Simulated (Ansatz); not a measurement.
# CH5FOSi: what the fields show

Input

```
crystal:
  periodic: [false, false, false]
  atoms:
    - { symbol: Si, position_ang: [-1.360763, -0.249666, 0.568923] }
    - { symbol: F, position_ang: [-0.863648, 1.321478, 0.780481] }
    - { symbol: O, position_ang: [0.074354, -0.677099, -0.309774] }
    - { symbol: C, position_ang: [1.392816, 0.098658, -0.640438] }
    - { symbol: H, position_ang: [1.109734, 1.059029, -0.203812] }
    - { symbol: H, position_ang: [-1.471986, -0.916637, 1.886897] }
    - { symbol: H, position_ang: [-2.596658, -0.332401, -0.238836] }
    - { symbol: H, position_ang: [2.207977, -0.409357, -0.115947] }
    - { symbol: H, position_ang: [1.508273, 0.105996, -1.727595] }
basis:
  gaussian: { orbitals: def2-SVP }
hamiltonian:
  xc: r2scanh
  dispersion: d4
relax:
  f_tol: 0.03
  max_steps: 50
output:
  orbitals: {}
```

Command:

```sh
ansatz run input.yaml --threads 2 --pin off --max-ram 3072MiB --backend cpu --events-out ev --progress --plain --runs-dir out
```

The fields are those of the relaxed geometry.

Theory: RKS r2SCANh-D4/def2-SVP (Ansatz 0.2.0).

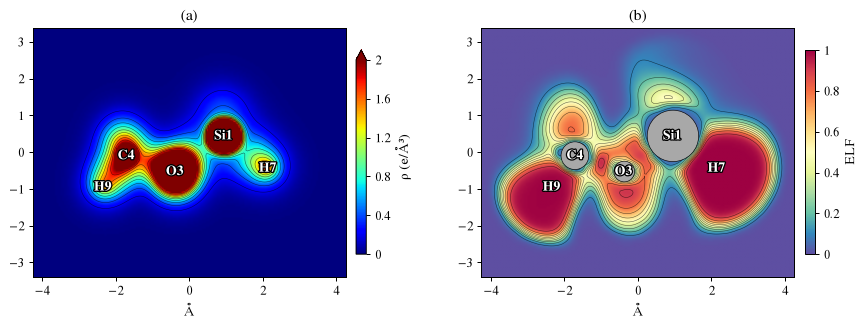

Figure 1. (a) electron density; (b) ELF on the plane of atoms Si1, O3 and C4. Grey discs cover the atomic cores in the ELF map.

**What does the map show?**

- Atoms in the plane: Si, O, C and H.
- C–O (1.41 Å): the density is about 2 e/Å³ at the midpoint, with its minimum of 1.7 e/Å³ about 0.5 Å from C; the ELF peaks at about 0.95 between the atoms, as expected for a shared but strongly polarised pair.
- Si–O (1.64 Å): the density is about 1.1 e/Å³ at the midpoint; the ELF peaks at about 0.90 between the atoms; a polar covalent bond.
- C–H (1.10 Å): ρ is about 2 e/Å³ halfway; the ELF climbs to about 1 towards the hydrogen, as it does in any bond to H (a covalent bond by its length).
- Si–H (1.48 Å): ρ at the midpoint is about 0.81 e/Å³; the ELF climbs to about 1 towards the hydrogen.
- The ELF also peaks beside O3, away from the bonds: lone-pair regions.

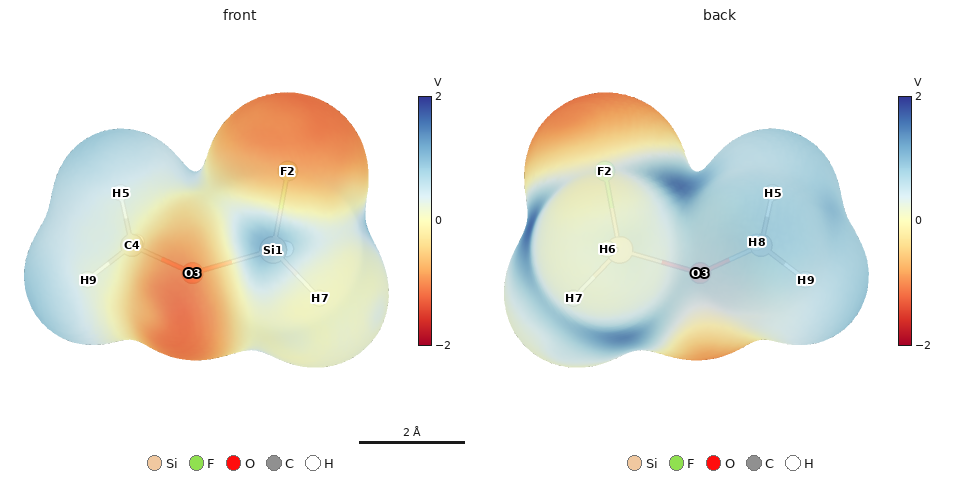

Figure 2. The molecular electrostatic potential painted on the density surface at 0.002 e/bohr³, seen from the front and from behind; the colour scale runs from red (negative) to blue (positive).

**Where is the surface potential most negative and most positive?**

The most negative region (about −1.2 V) lies over O3, the most positive (about +1.6 V) over Si1. O3 is the likeliest acceptor of a hydrogen bond.

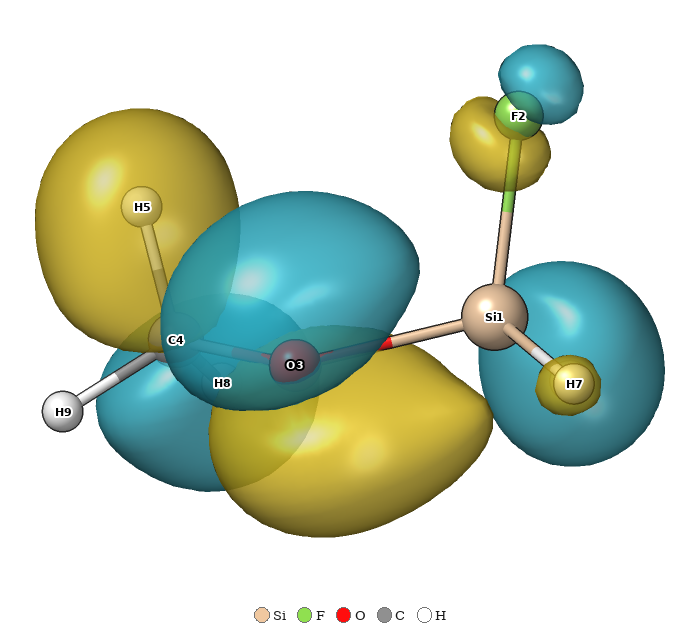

Figure 3. The HOMO at ±0.1 Å⁻³ᐟ² (yellow and cyan are the two phases), seen at a tilt.

**Where does this orbital lie, and at what energy?**

By Hirshfeld shares it lies mainly on O3 (about 55 %), C4 (about 15 %), H5 (about 5 %) and H8 (about 5 %). Its energy is −7.97 eV.
